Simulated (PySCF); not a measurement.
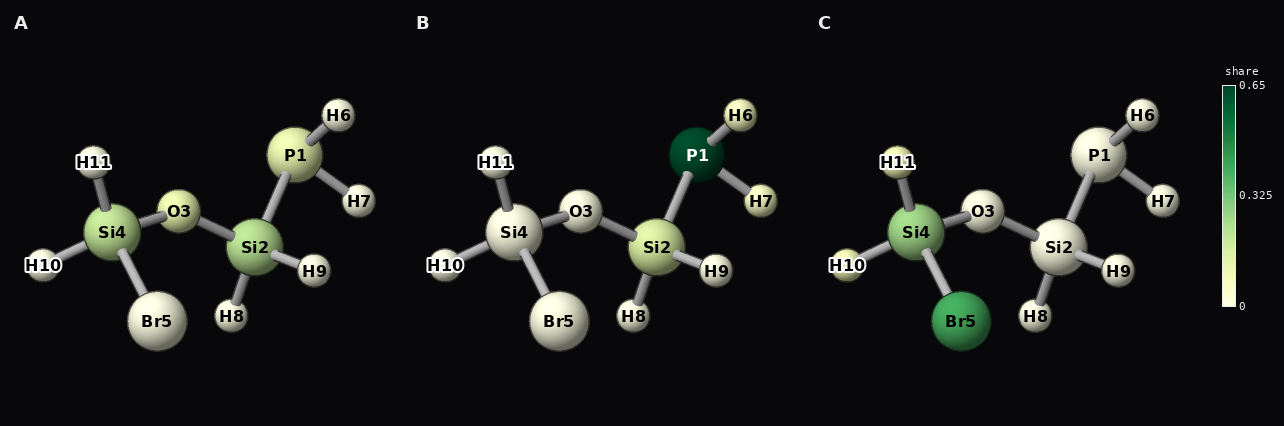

Each panel colours the atoms by their Löwdin share in one orbital (up to four of the largest shares; other atoms are shown as zero). The computed structure is the end point of a PBE0-D3(BJ)/def2-SVP optimisation. No frequency run is at hand to confirm it as a minimum. Level of theory: B3LYP/def2-SVPD (PySCF 2.14.0).

The panels show the HOMO, LUMO, LUMO+1, in some order. Which is which?

Answer. A: LUMO, −0.48 eV; Si2 0.22, Si4 0.20, P1 0.11, O3 0.11
B: HOMO, −7.49 eV; P1 0.63, Si2 0.15, H6 0.06, H7 0.06
C: LUMO+1, −0.34 eV; Br5 0.40, Si4 0.26, H11 0.09, H10 0.09
